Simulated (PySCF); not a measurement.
C₅H₅F₃O₂ (SMILES FC(F)(F)O/C=C/[C@H]1CO1)

Input

```
{"job": {"kind": "nmr", "xc": "PBE0", "basis": "pcSseg-1"}, "charge": 0, "multiplicity": 1}
F      3.788514    -0.300887    -1.136629
C      2.613397     0.037563    -0.622674
F      2.829215     0.363846     0.662990
F      2.240046     1.181532    -1.224052
O      1.763702    -0.959465    -0.793097
C      0.452668    -0.825013    -0.348117
C     -0.090211     0.207336     0.274101
C     -1.517976     0.199067     0.670249
C     -2.585856     0.182778    -0.342810
O     -2.275689    -0.944801     0.417882
H     -0.093676    -1.725953    -0.580762
H      0.450096     1.105934     0.528613
H     -1.729282     0.696512     1.613946
H     -2.312937     0.133560    -1.390521
H     -3.536426     0.655982    -0.124135
```

Run with:

```sh
OMP_NUM_THREADS=1 python probes_run.py task.json out
```

Geometry: GFN2-xTB.

The calculation used PBE0/pcSseg-1, SCF density, gas phase, non-relativistic (PySCF).

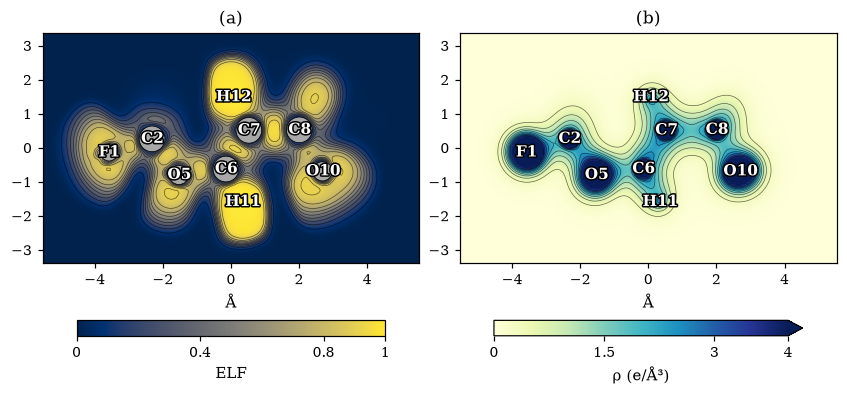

Figure 1. (a) ELF; (b) electron density on the plane of atoms C7, C8 and O10. Grey discs cover the atomic cores in the ELF map.

What does the map show?

The plane passes through F, C, O and H nuclei. C–O (1.32 Å): ρ is about 2.6 e/Å³ halfway; the ELF peaks at about 0.90 between the atoms; a polar covalent bond. C–C (1.32 Å): ρ at the midpoint is about 2.3 e/Å³; the ELF peaks at about 0.90 between the atoms: a short, multiple covalent bond. C–F (1.33 Å): ρ is about 2.5 e/Å³ halfway; the ELF peaks at about 0.85 between the atoms: a shared but strongly polarised pair. C–H (1.08 Å): the density is about 2 e/Å³ at the midpoint; the ELF climbs to about 1 towards the hydrogen, as it does in any bond to H (a covalent bond by its length). C–O (1.39 Å): the density is about 2.1 e/Å³ at the midpoint, with its minimum of 1.7 e/Å³ about 0.5 Å from C; the ELF peaks at about 0.90 between the atoms; a shared but strongly polarised pair. The ELF also peaks beside O5, O10 and F1, away from the bonds: lone-pair regions.

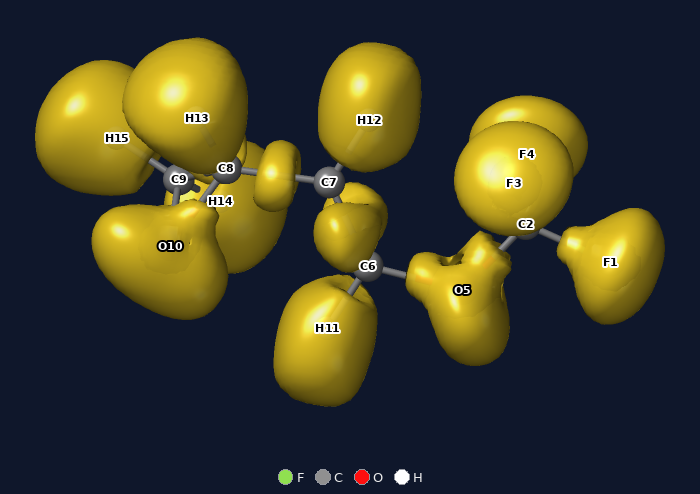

Figure 2. Isosurface of the electron localisation function at 0.75 (yellow), seen at a tilt. Core shells and regions of very low density are left out.

Describe the localisation domains.

At this value the surface marks out three regions between bonded C–C atoms (shared pairs), five regions around hydrogen nuclei, three regions on F in which the atom's valence shell and bonds are merged and two regions on O in which the atom's valence shell and bonds are merged.

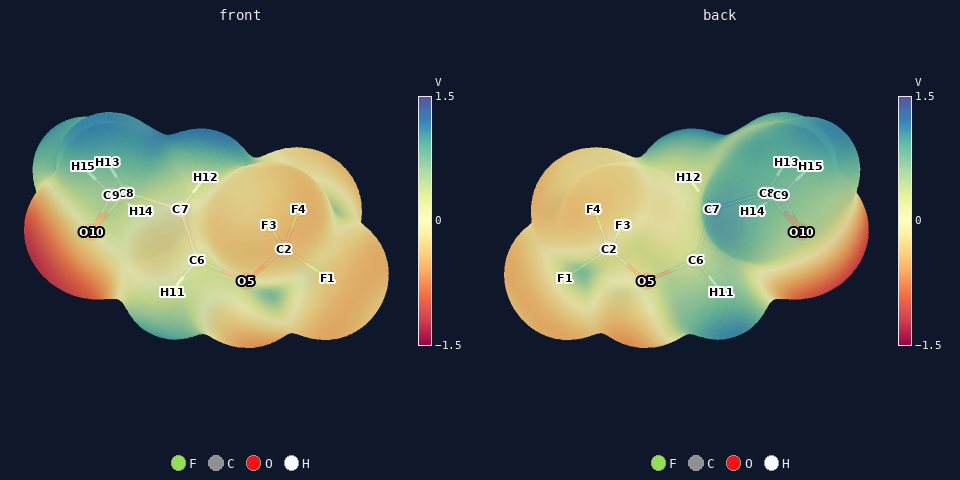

Figure 3. The molecular electrostatic potential painted on the density surface at 0.002 e/bohr³, seen from the front and from behind; red is negative and blue positive.

Which sites attract a positive test charge, and which a negative one?

A positive charge is drawn to the negative regions and a negative charge to the positive ones. The most negative region (about −1.2 V, or −28 kcal/mol for a unit charge) lies over O10, the most positive (about +1.2 V, or +28 kcal/mol for a unit charge) over C7, C8, H12 and H13. O10 is the likeliest acceptor of a hydrogen bond.

What dipole moment does the calculation give?

Its dipole moment is 2.43 D.

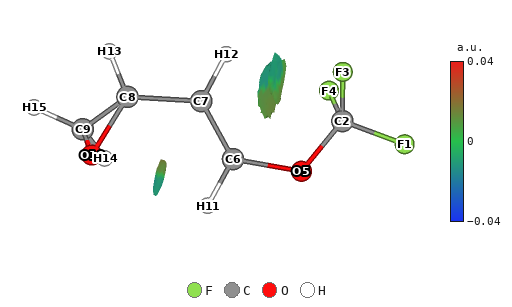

Figure 4. Non-covalent interaction (NCI) plot: the surface where the reduced density gradient is 0.5, for densities under 0.05 a.u., coloured by sign(λ₂)ρ; seen at a tilt.

Which non-covalent interactions does the plot reveal?

- Between O10 and C8 on one side and C6 and H11 on the other: a weak contact, attractive (blue-green) on one side and crowded (olive to red) on the other
- Near H12, C7 and C2: mostly steric crowding (olive to red)
